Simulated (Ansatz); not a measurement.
C₄H₁₀OSi: geometry relaxation (part 2 of 2)

C₄H₁₀OSi, SMILES CC1(O)C[SiH2]C1; RKS PBE0-D4/STO-3G (Ansatz 0.2.0). It belongs to a series of runs on one base structure; here: start relaxed.

Geometry of the input (Å):
```
C  0.1540  -1.0257  1.5379
C  0.3379  0.0037  0.3821
O  1.5713  0.6764  0.6083
C  0.3010  -0.6528  -1.0383
Si -0.6092  0.8950  -1.6876
C  -0.8694  1.0077  0.1902
H  0.9296  -1.7287  1.5683
H  -0.8072  -1.4939  1.4023
H  0.0873  -0.4437  2.5319
H  2.2781  -0.0279  0.6370
H  -0.4342  -1.5419  -1.0582
H  1.1987  -0.8936  -1.4985
H  0.2767  1.9353  -2.2463
H  -1.8702  0.6661  -2.4426
H  -0.7333  1.9691  0.6330
H  -1.8340  0.6321  0.5249
```

### Trajectory as extended XYZ, continued
```
16
Properties=species:S:1:pos:R:3:forces:R:3 step=6 energy=-14055.37136
C     0.0358   -1.0386    1.5083   -0.0585  -0.0452   0.0641
C     0.3336   -0.0029    0.3892    0.1991   0.1236  -0.0027
O     1.5742    0.7251    0.6625   -0.1007  -0.1407   0.0055
C     0.3336   -0.6211   -1.0803   -0.0109  -0.0699   0.0028
Si   -0.7034    0.8297   -1.6575   -0.0437   0.0471  -0.0854
C    -0.7799    1.1026    0.1953   -0.0596  -0.0222   0.0133
H     0.8202   -1.8073    1.5414    0.0089  -0.0013   0.0034
H    -0.9243   -1.5387    1.3252    0.0126   0.0217  -0.0025
H    -0.0092   -0.5418    2.4875    0.0022  -0.0121  -0.0448
H     2.2457   -0.0421    0.7366   -0.0170   0.0476  -0.0181
H    -0.1718   -1.5967   -1.1095    0.0667   0.1256  -0.0036
H     1.3459   -0.7356   -1.4895   -0.0743  -0.0063   0.0292
H     0.0223    1.8406   -2.4004   -0.0672  -0.0751   0.0514
H    -1.9495    0.5285   -2.3349    0.0889   0.0148   0.0441
H    -0.4711    2.0712    0.6056    0.0029  -0.0346  -0.0273
H    -1.7252    0.8043    0.6651    0.0506   0.0269  -0.0294
16
Properties=species:S:1:pos:R:3:forces:R:3 step=7 energy=-14055.37421
C     0.0164   -1.0434    1.4982   -0.0529  -0.0412   0.0382
C     0.3436    0.0000    0.3934    0.1629   0.1457  -0.0420
O     1.5871    0.7123    0.6923   -0.0999  -0.1672  -0.0045
C     0.3530   -0.6076   -1.0810    0.0360  -0.1275  -0.0303
Si   -0.7220    0.8168   -1.6555   -0.0157   0.0470  -0.0520
C    -0.7606    1.1148    0.1949   -0.0946   0.0195   0.0595
H     0.7916   -1.8213    1.5359    0.0046   0.0012   0.0045
H    -0.9465   -1.5303    1.2950    0.0200   0.0231   0.0002
H    -0.0385   -0.5554    2.4812    0.0034  -0.0094  -0.0421
H     2.2516   -0.0623    0.7607   -0.0340   0.0648  -0.0134
H    -0.1198   -1.5995   -1.1186    0.0731   0.1347   0.0070
H     1.3687   -0.6858   -1.4926   -0.1032  -0.0092   0.0307
H    -0.0353    1.8291   -2.4332   -0.0702  -0.0811   0.0549
H    -1.9804    0.4813   -2.2945    0.1097   0.0186   0.0511
H    -0.4293    2.0868    0.5805   -0.0106  -0.0502  -0.0352
H    -1.7023    0.8418    0.6878    0.0714   0.0312  -0.0268
16
Properties=species:S:1:pos:R:3:forces:R:3 step=8 energy=-14055.37832
C    -0.0199   -1.0503    1.4749   -0.0351  -0.0186  -0.0213
C     0.3602    0.0085    0.3975    0.1342   0.0686   0.0574
O     1.6064    0.6905    0.7449   -0.0800  -0.1685  -0.0293
C     0.3909   -0.5873   -1.0824    0.0269  -0.0808  -0.0643
Si   -0.7502    0.7923   -1.6446   -0.0294   0.0355  -0.0726
C    -0.7295    1.1396    0.1993   -0.0918   0.0286   0.0295
H     0.7388   -1.8445    1.5211   -0.0148   0.0143  -0.0036
H    -0.9873   -1.5126    1.2341    0.0543   0.0307   0.0142
H    -0.0928   -0.5778    2.4639   -0.0032  -0.0053  -0.0264
H     2.2604   -0.0949    0.7929   -0.0514   0.0767   0.0005
H    -0.0267   -1.6036   -1.1293    0.0692   0.1528   0.0147
H     1.4086   -0.6073   -1.4997   -0.1532   0.0104   0.0555
H    -0.1380    1.8059   -2.4841   -0.0758  -0.1104   0.0891
H    -2.0238    0.3918   -2.2177    0.1572   0.0430   0.0712
H    -0.3594    2.1171    0.5383   -0.0326  -0.1176  -0.0582
H    -1.6608    0.9097    0.7352    0.1256   0.0407  -0.0564
16
Properties=species:S:1:pos:R:3:forces:R:3 step=9 energy=-14055.38169
C    -0.0386   -1.0548    1.4628   -0.0209   0.0102  -0.0498
C     0.3697    0.0116    0.4018    0.0843   0.0725   0.0023
O     1.6161    0.6763    0.7737   -0.0709  -0.1118  -0.0209
C     0.4095   -0.5723   -1.0823    0.0269  -0.1079  -0.0694
Si   -0.7666    0.7790   -1.6401   -0.0251   0.0252  -0.0552
C    -0.7110    1.1504    0.1982   -0.0916   0.0544   0.0593
H     0.7106   -1.8576    1.5129   -0.0121   0.0123  -0.0051
H    -1.0068   -1.5032    1.2019    0.0404   0.0192   0.0133
H    -0.1221   -0.5910    2.4547   -0.0028  -0.0022  -0.0159
H     2.2631   -0.1141    0.8177   -0.0309   0.0442   0.0059
H     0.0235   -1.5993   -1.1331    0.0493   0.1021  -0.0041
H     1.4245   -0.5595   -1.5033   -0.1041   0.0087   0.0436
H    -0.1974    1.7927   -2.5105   -0.0742  -0.1270   0.1061
H    -2.0453    0.3428   -2.1755    0.1686   0.0527   0.0747
H    -0.3191    2.1288    0.5071   -0.0300  -0.0922  -0.0378
H    -1.6332    0.9475    0.7584    0.0933   0.0395  -0.0470
16
Properties=species:S:1:pos:R:3:forces:R:3 step=10 energy=-14055.38707
C    -0.0812   -1.0601    1.4259   -0.0035   0.0505  -0.0542
C     0.3894    0.0219    0.4037    0.0297  -0.0575   0.1227
O     1.6352    0.6463    0.8328   -0.0859   0.0022  -0.0232
C     0.4542   -0.5475   -1.0860   -0.0452  -0.0110  -0.0778
Si   -0.8033    0.7420   -1.6201   -0.0300   0.0624  -0.1138
C    -0.6722    1.1799    0.2021   -0.0494   0.0672  -0.0143
H     0.6475   -1.8810    1.4831   -0.0157   0.0070  -0.0103
H    -1.0507   -1.4786    1.1226    0.0509   0.0185   0.0135
H    -0.1873   -0.6158    2.4245   -0.0057  -0.0066  -0.0160
H     2.2621   -0.1573    0.8869    0.0050  -0.0333   0.0024
H     0.1416   -1.5986   -1.1507    0.0524   0.1164   0.0144
H     1.4632   -0.4554   -1.5122   -0.1223   0.0196   0.0405
H    -0.3292    1.7500   -2.5578   -0.0929  -0.1883   0.1698
H    -2.0907    0.2315   -2.0689    0.2269   0.0821   0.0913
H    -0.2285    2.1578    0.4413   -0.0689  -0.1507  -0.0549
H    -1.5729    1.0419    0.8173    0.1547   0.0214  -0.0901
16
Properties=species:S:1:pos:R:3:forces:R:3 step=11 energy=-14055.39088
C    -0.0994   -1.0636    1.4132   -0.0353   0.0432  -0.0769
C     0.3962    0.0229    0.4081    0.0504   0.0392   0.0095
O     1.6416    0.6311    0.8581   -0.0444  -0.0237   0.0054
C     0.4714   -0.5313   -1.0871   -0.0156  -0.1214  -0.1007
Si   -0.8195    0.7279   -1.6140    0.0016   0.0164  -0.0332
C    -0.6513    1.1919    0.1988   -0.1335   0.0968   0.0694
H     0.6192   -1.8934    1.4713   -0.0146   0.0161  -0.0086
H    -1.0692   -1.4690    1.0920    0.0619   0.0236   0.0217
H    -0.2151   -0.6286    2.4151   -0.0003  -0.0064  -0.0267
H     2.2576   -0.1808    0.9199    0.0044  -0.0130   0.0037
H     0.1960   -1.5936   -1.1580    0.0637   0.1627  -0.0122
H     1.4753   -0.3987   -1.5179   -0.1539  -0.0030   0.0807
H    -0.3901    1.7281   -2.5795   -0.0777  -0.1702   0.1567
H    -2.1065    0.1836   -2.0181    0.2009   0.0845   0.0737
H    -0.1879    2.1691    0.4060   -0.0765  -0.1908  -0.0412
H    -1.5412    1.0817    0.8365    0.1690   0.0459  -0.1212
16
Properties=species:S:1:pos:R:3:forces:R:3 step=12 energy=-14055.39733
C    -0.1235   -1.0628    1.3899   -0.0372   0.0108  -0.0457
C     0.4083    0.0290    0.4105   -0.0023  -0.0109   0.0000
O     1.6537    0.6119    0.8914   -0.0293  -0.0647  -0.0035
C     0.4941   -0.5156   -1.0881    0.0568  -0.1000  -0.1264
Si   -0.8388    0.7059   -1.6006    0.0256  -0.0197   0.0487
C    -0.6277    1.2071    0.1980   -0.0944   0.1233   0.0452
H     0.5812   -1.9047    1.4491   -0.0204   0.0222  -0.0021
H    -1.0933   -1.4495    1.0452    0.0751   0.0338   0.0247
H    -0.2517   -0.6402    2.3958    0.0007  -0.0120  -0.0306
H     2.2540   -0.2123    0.9627   -0.0297   0.0325  -0.0034
H     0.2678   -1.5897   -1.1714    0.0624   0.2151   0.0122
H     1.4910   -0.3306   -1.5194   -0.2023  -0.0270   0.0810
H    -0.4699    1.6913   -2.6012   -0.0436  -0.1146   0.1136
H    -2.1243    0.1246   -1.9439    0.1498   0.0604   0.0448
H    -0.1401    2.1797    0.3670   -0.0848  -0.1759  -0.0428
H    -1.5038    1.1330    0.8594    0.1735   0.0267  -0.1159
16
Properties=species:S:1:pos:R:3:forces:R:3 step=13 energy=-14055.40396
C    -0.1653   -1.0641    1.3545   -0.0619   0.0017  -0.0795
C     0.4213    0.0343    0.4136    0.1601   0.0753   0.0113
O     1.6644    0.5774    0.9441    0.0031  -0.1144   0.0168
C     0.5352   -0.4849   -1.0925   -0.0170  -0.1123  -0.0984
Si   -0.8708    0.6681   -1.5735    0.0887  -0.0170   0.0421
C    -0.5857    1.2360    0.1966   -0.1579  -0.0009  -0.0020
H     0.5168   -1.9244    1.4184   -0.0221   0.0350  -0.0181
H    -1.1332   -1.4200    0.9726    0.0777   0.0251   0.0357
H    -0.3142   -0.6600    2.3651    0.0006   0.0038  -0.0394
H     2.2414   -0.2639    1.0217   -0.0494   0.0735  -0.0068
H     0.3910   -1.5725   -1.1932    0.0390   0.2595   0.0066
H     1.5125   -0.2155   -1.5280   -0.2479  -0.0456   0.1331
H    -0.5980    1.6287   -2.6273   -0.0450  -0.1043   0.1112
H    -2.1454    0.0186   -1.8237    0.1525   0.0813   0.0477
H    -0.0604    2.1982    0.2982   -0.0685  -0.1883  -0.0410
H    -1.4326    1.2212    0.8979    0.1480   0.0275  -0.1192
16
Properties=species:S:1:pos:R:3:forces:R:3 step=14 energy=-14055.40939
C    -0.1804   -1.0630    1.3359    0.0175   0.0390  -0.0322
C     0.4347    0.0395    0.4171   -0.0568  -0.0271  -0.0054
O     1.6747    0.5665    0.9706   -0.0791  -0.0869  -0.0431
C     0.5473   -0.4749   -1.0895    0.0391   0.0042  -0.0916
Si   -0.8798    0.6534   -1.5650    0.0422  -0.0381   0.1279
C    -0.5719    1.2399    0.1946   -0.0247   0.0701  -0.0336
H     0.4920   -1.9300    1.4016   -0.0170   0.0144  -0.0032
H    -1.1450   -1.4050    0.9356    0.0571   0.0262   0.0159
H    -0.3412   -0.6660    2.3471   -0.0029  -0.0106  -0.0182
H     2.2437   -0.2793    1.0471   -0.0346   0.0356  -0.0053
H     0.4305   -1.5623   -1.1968    0.0243   0.1487   0.0147
H     1.5141   -0.1778   -1.5226   -0.1379  -0.0382   0.0403
H    -0.6511    1.6057   -2.6365   -0.0184  -0.1075   0.1155
H    -2.1517   -0.0153   -1.7702    0.1505   0.0642   0.0147
H    -0.0333    2.1956    0.2662   -0.0656  -0.1030  -0.0148
H    -1.4058    1.2503    0.9090    0.1062   0.0092  -0.0815
16
Properties=species:S:1:pos:R:3:forces:R:3 step=15 energy=-14055.41482
C    -0.1950   -1.0620    1.3202    0.0157   0.0570  -0.0411
C     0.4387    0.0428    0.4176   -0.0171  -0.0514   0.0573
O     1.6759    0.5523    0.9884   -0.0592  -0.0017  -0.0191
C     0.5616   -0.4625   -1.0897   -0.0969   0.0843  -0.0193
Si   -0.8890    0.6371   -1.5478    0.0955  -0.0167   0.0826
C    -0.5584    1.2501    0.1954    0.0098  -0.0050  -0.0787
H     0.4688   -1.9349    1.3852   -0.0013  -0.0014   0.0024
H    -1.1564   -1.3912    0.9051    0.0102   0.0009   0.0081
H    -0.3651   -0.6723    2.3322    0.0002  -0.0074  -0.0048
H     2.2349   -0.2985    1.0642    0.0034  -0.0128   0.0002
H     0.4715   -1.5476   -1.2052    0.0108  -0.0038   0.0139
H     1.5146   -0.1375   -1.5230    0.0023   0.0089  -0.0096
H    -0.6960    1.5738   -2.6333   -0.0074  -0.0187   0.0271
H    -2.1452   -0.0569   -1.7238    0.0180   0.0093   0.0110
H    -0.0053    2.1970    0.2371   -0.0310  -0.0330  -0.0083
H    -1.3784    1.2876    0.9215    0.0471  -0.0086  -0.0216
16
Properties=species:S:1:pos:R:3:forces:R:3 step=16 energy=-14055.41626
C    -0.2084   -1.0616    1.3074    0.0102   0.0206  -0.0295
C     0.4428    0.0427    0.4191    0.0043   0.0459  -0.0037
O     1.6755    0.5407    1.0060   -0.0087  -0.0075  -0.0013
C     0.5731   -0.4503   -1.0906   -0.0344  -0.0274   0.0019
Si   -0.8955    0.6233   -1.5376    0.0158   0.0081   0.0469
C    -0.5436    1.2559    0.1906   -0.0251  -0.0052   0.0060
H     0.4479   -1.9399    1.3740    0.0010  -0.0040   0.0004
H    -1.1678   -1.3815    0.8814   -0.0013  -0.0018   0.0012
H    -0.3857   -0.6777    2.3202    0.0005   0.0028  -0.0009
H     2.2280   -0.3143    1.0830    0.0121  -0.0090   0.0052
H     0.5100   -1.5368   -1.2094    0.0083  -0.0090  -0.0172
H     1.5163   -0.0989   -1.5246    0.0097   0.0027   0.0033
H    -0.7374    1.5530   -2.6331    0.0000  -0.0081  -0.0060
H    -2.1459   -0.0874   -1.6781    0.0067  -0.0038  -0.0050
H     0.0182    2.1974    0.2074    0.0007  -0.0148   0.0084
H    -1.3503    1.3127    0.9286    0.0001   0.0106  -0.0097
16
Properties=species:S:1:pos:R:3:forces:R:3 step=17 energy=-14055.41645
C    -0.2128   -1.0595    1.3000   -0.0019  -0.0038   0.0137
C     0.4448    0.0456    0.4191    0.0031  -0.0220   0.0063
O     1.6771    0.5359    1.0122    0.0051   0.0061   0.0004
C     0.5760   -0.4474   -1.0904    0.0221   0.0027  -0.0046
Si   -0.8982    0.6192   -1.5306   -0.0194  -0.0115  -0.0306
C    -0.5398    1.2598    0.1919    0.0118   0.0026   0.0018
H     0.4405   -1.9403    1.3661   -0.0015   0.0017  -0.0017
H    -1.1718   -1.3753    0.8701    0.0022   0.0014  -0.0003
H    -0.3922   -0.6787    2.3135   -0.0025  -0.0016   0.0025
H     2.2255   -0.3219    1.0912   -0.0036   0.0008  -0.0012
H     0.5230   -1.5346   -1.2126    0.0002   0.0182   0.0012
H     1.5162   -0.0863   -1.5243   -0.0123  -0.0076   0.0045
H    -0.7515    1.5404   -2.6350   -0.0025   0.0011   0.0053
H    -2.1437   -0.1023   -1.6619    0.0040   0.0102   0.0044
H     0.0264    2.1984    0.2017   -0.0012   0.0027   0.0003
H    -1.3425    1.3241    0.9334   -0.0034  -0.0011  -0.0020
16
Properties=species:S:1:pos:R:3:forces:R:3 step=18 energy=-14055.41651
C    -0.2116   -1.0599    1.3022    0.0010  -0.0018  -0.0010
C     0.4445    0.0446    0.4191   -0.0021  -0.0017   0.0039
O     1.6770    0.5368    1.0106    0.0015   0.0018  -0.0004
C     0.5757   -0.4480   -1.0907   -0.0009  -0.0033  -0.0003
Si   -0.8976    0.6198   -1.5326   -0.0013   0.0042  -0.0037
C    -0.5406    1.2585    0.1913    0.0022   0.0024  -0.0004
H     0.4421   -1.9403    1.3685   -0.0004  -0.0003   0.0003
H    -1.1708   -1.3765    0.8732   -0.0002  -0.0002   0.0001
H    -0.3907   -0.6783    2.3156    0.0002   0.0004  -0.0006
H     2.2261   -0.3204    1.0899   -0.0004  -0.0004   0.0001
H     0.5207   -1.5347   -1.2133    0.0011  -0.0002   0.0008
H     1.5165   -0.0890   -1.5241   -0.0013   0.0009   0.0002
H    -0.7489    1.5433   -2.6346   -0.0002  -0.0004  -0.0003
H    -2.1449   -0.0977   -1.6652    0.0013  -0.0010   0.0007
H     0.0246    2.1976    0.2033   -0.0005   0.0008  -0.0001
H    -1.3450    1.3214    0.9311    0.0000  -0.0012   0.0008
```

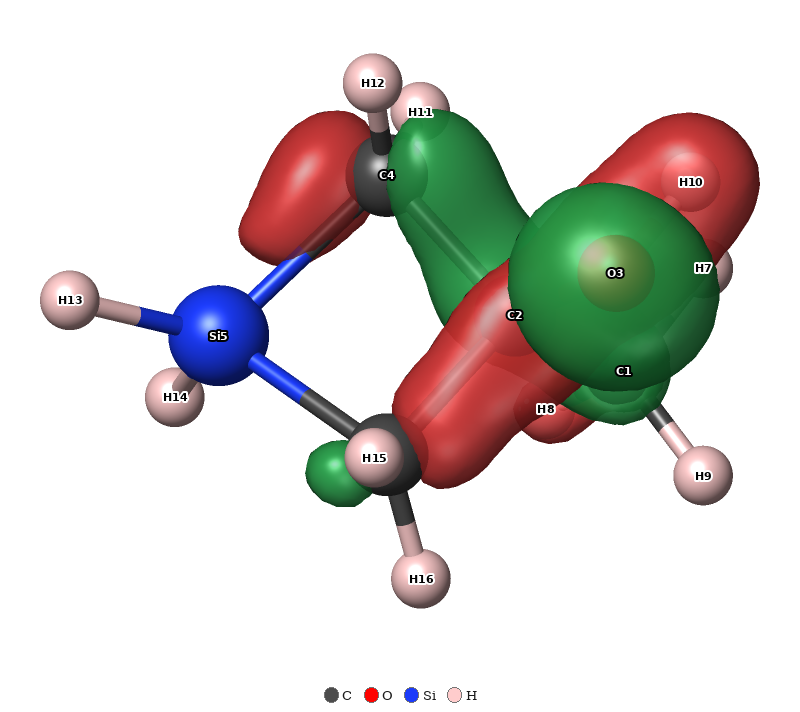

The HOMO−1 at ±0.15 Å⁻³ᐟ² (green and red are the two phases), seen at a tilt. Its weight (Hirshfeld) is mainly on O3 (55 %), C2 (10 %) and C4 (10 %). Its energy is −6.11 eV.

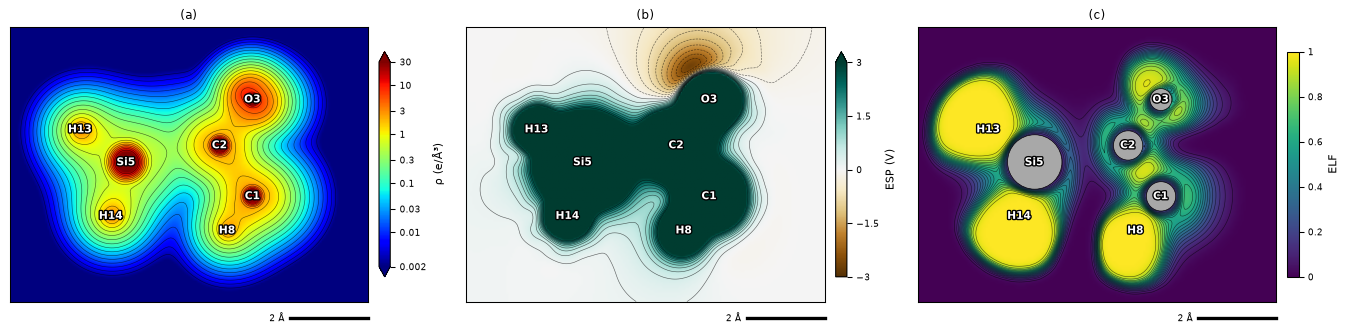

(a) electron density; (b) electrostatic potential; (c) electron localisation function on the plane of atoms H13, Si5 and H14. Grey discs, where drawn, cover atomic cores. C–C (1.56 Å): ρ is about 1.6 e/Å³ halfway; the ELF peaks at about 0.95 between the atoms (a shared electron pair).
